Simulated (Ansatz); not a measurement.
# One shape, several levels: SiHF2 (SMILES F[SiH]F)

Aim: a comparison of 3 runs (U-wB97X/STO-3G, UB3LYP/STO-3G, UCCSD/STO-3G) of SiHF2. 

The results are computed with Ansatz 0.2.0.

66 further runs of the same task are left out: 9 that didn't finish, 57 set aside as unsound or not needed.

## (1) The structure to begin with

SiHF2 has 4 atoms, charge 0, and is taken as a doublet. As SMILES, `F[SiH]F`. The Si2–F1 distance was set to 3.212 Å, away from the relaxed value. At this shape a bond of the SMILES string is far longer than usual.

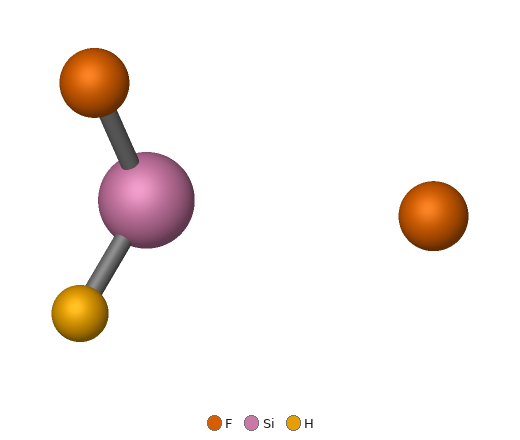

Viewed from a chosen angle; fluorine orange, silicon pink, hydrogen amber.

## (2) The energy at U-wB97X/STO-3G (run 1)

File run.yaml:

```yaml
crystal:
  periodic: [false, false, false]
  atoms:
    - symbol: F
      position_ang: [2.481972, 1.648860, -0.519471]
    - symbol: Si
      position_ang: [-0.028060, -0.342890, -0.301090]
    - symbol: F
      position_ang: [-1.234200, 0.716240, -0.252780]
    - symbol: H
      position_ang: [0.035310, -1.026330, 0.964150]
basis:
  gaussian:
    orbitals: STO-3G
magnetization:
  spin_polarized: true
  initial_magnetization: 1
hamiltonian:
  xc: {name: wB97X}
accuracy: high
```

Run with:

```bash
$ ansatz run run.yaml --threads 1 --pin off --max-ram 2610MiB --events-out events.jsonl --progress --plain --runs-dir runs
```

Standard output:

```text
Warning: RAYON_NUM_THREADS=1 ignored (pool sized by the plan → 1); use --threads N
Functional definition: wB97X
  name "wB97X"
  parameter omega = 0.3/bohr
  parameter cx = 0.157706
  parameter cx1 = 0.726479
  parameter cx2 = 1.04760
  parameter cx3 = -5.70635
  parameter cx4 = 13.2794
  parameter css1 = -4.33879
  parameter css2 = 18.2308
  parameter css3 = -31.7430
  parameter css4 = 17.2901
  parameter cos1 = 2.37031
  parameter cos2 = -11.3995
  parameter cos3 = 6.58405
  parameter cos4 = -3.78132
  exchange = spin_sum(e_x_unif_sr(omega)*poly(b97_u_x, 1 - cx, cx1, cx2, cx3, cx4)) + cx*exact_x_sr(omega)
      + exact_x_lr(omega)
  correlation = spin_sum(e_c_pw_same_spin*poly(b97_u_same, 1, css1, css2, css3, css4))
      + integral(e_c_pw_opposite_spin*poly(b97_u_opposite, 1, cos1, cos2, cos3, cos4))
328 factors; integrals over basis functions are off by at most 2.9e-8 eV
141 factors; integrals over basis functions are off by at most 8.1e-10 eV
mean field evaluation 1: about -13139.3539 eV, gradient 1.4e1 eV
mean field evaluation 2: about -12780.3007 eV, gradient 2.9e1 eV
mean field evaluation 4: about -13140.8581 eV, gradient 7.6e0 eV
mean field evaluation 8: about -13141.0468 eV, gradient 7.6e0 eV
mean field evaluation 16: about -13151.4835 eV, gradient 1.5e-2 eV
mean field evaluation 32: about -13151.4755 eV, gradient 1.4e-1 eV
mean field -13151.48351927 eV, -483.3081049374 hartree, gradient 8.8e-9 eV, S^2 0.750414; 6 other end points of the search recorded, 0 dependent functions left out
reference -13151.48351802 eV, -483.3081048916 hartree; 17, 16 occupied and 3, 4 virtual orbitals, 328 factors
Total energy: -13151.48351802 eV, -483.3081048916 hartree
```

It took 24 s on 1 thread of Intel Xeon 6975P-C (Granite Rapids), shared host; peak memory 0.39 GiB.

## (3) The energy at UB3LYP/STO-3G (run 2)

File job.yaml:

```yaml
crystal:
  periodic: [false, false, false]
  atoms:
    - {symbol: F, position_ang: [2.481972, 1.648860, -0.519471]}
    - {symbol: Si, position_ang: [-0.028060, -0.342890, -0.301090]}
    - {symbol: F, position_ang: [-1.234200, 0.716240, -0.252780]}
    - {symbol: H, position_ang: [0.035310, -1.026330, 0.964150]}
basis:
  gaussian: {orbitals: STO-3G}
magnetization: {spin_polarized: true, initial_magnetization: 1}
hamiltonian: {xc: {name: B3LYP}}
accuracy: high
```

Run with:

```bash
$ ansatz run job.yaml --threads 1 --pin off --max-ram 2610MiB --events-out events.jsonl --progress --plain --runs-dir runs
```

Standard output:

```text
Warning: RAYON_NUM_THREADS=1 ignored (pool sized by the plan → 1); use --threads N
Functional definition: B3LYP
  name "B3LYP"
  parameter a0 = 0.2
  parameter ax = 0.72
  parameter ac = 0.81
  exchange = (1 - a0 - ax)*slater_x + ax*b88_x + a0*exact_x
  correlation = (1 - ac)*vwn_rpa_c + ac*lyp_c
328 factors; integrals over basis functions are off by at most 2.9e-8 eV
mean field evaluation 1: about -13140.4520 eV, gradient 1.3e1 eV
mean field evaluation 2: about -12777.3971 eV, gradient 1.9e1 eV
mean field evaluation 4: about -13138.8666 eV, gradient 1.9e1 eV
mean field evaluation 8: about -13151.8450 eV, gradient 1.6e0 eV
mean field evaluation 16: about -13151.9566 eV, gradient 2.9e-4 eV
mean field evaluation 32: about -13151.9537 eV, gradient 8.8e-2 eV
mean field -13151.95663771 eV, -483.3254917194 hartree, gradient 2.8e-8 eV, S^2 0.752173; 6 other end points of the search recorded, 0 dependent functions left out
reference -13151.95666036 eV, -483.3254925519 hartree; 17, 16 occupied and 3, 4 virtual orbitals, 328 factors
Total energy: -13151.95666036 eV, -483.3254925519 hartree
```

It took 2.8 s on 1 thread of Intel Xeon 6975P-C (Granite Rapids), shared host; peak memory 0.14 GiB.

## (4) The energy at UCCSD/STO-3G (run 3)

Edit run.yaml of step 2 so:

```diff
@@ -12,9 +12,6 @@
 basis:
-  gaussian:
-    orbitals: STO-3G
-magnetization:
-  spin_polarized: true
-  initial_magnetization: 1
-hamiltonian:
-  xc: {name: wB97X}
+  gaussian: {orbitals: STO-3G}
+magnetization: {spin_polarized: true, initial_magnetization: 1}
+correlation: {method: ccsd, frozen_orbitals: {F: 1, H: 0, Si: 5}}
 accuracy: high
+scf: {omitted_lower_state_checks: [cluster_reference, increment]}
```

Run with:

```bash
$ ansatz run run.yaml --threads 1 --pin off --max-ram 2610MiB --events-out events.jsonl --progress --plain --runs-dir runs
```

Standard output:

```text
Warning: RAYON_NUM_THREADS=1 ignored (pool sized by the plan → 1); use --threads N
[... 16 lines left out ...]
7 core orbitals not correlated: weight in the atoms' cores, before any rotation towards them, 1.000 or more for the frozen orbitals, at most 0.000 for the correlated occupied ones
[... 169 lines left out ...]
Total energy: -13121.69732954 eV, -482.2134826548 hartree
Checks for a lower state left out: cluster_reference, increment
```

Run time: 1.3 s. Hardware: 1 thread of Intel Xeon 6975P-C (Granite Rapids), shared host.

## (5) All runs side by side

```tsv
run	level	frozen core orbitals	energy (Eh)	⟨S²⟩	wall time
1	U-wB97X/STO-3G	–	-483.308105	0.750	24 s
2	UB3LYP/STO-3G	–	-483.325493	0.752	2.8 s
3	UCCSD/STO-3G	7	-482.213483	0.805	1.3 s
```

## (6) Summary of results

| quantity | value |
| --- | --- |
| run 3: total energy | -482.21348 Eh |
| run 3: correlation energy (7 core orbitals frozen) | -67.1 mEh |
| run 3: ⟨S²⟩ of the reference determinant | 0.805 |
| run 3: T1 diagnostic | 0.029 |

Totals of different functionals can't be ranked against each other. In runs 1, 2, 3 the basis is minimal, so the values are rough. All runs together took 28 s, the longest 24 s.
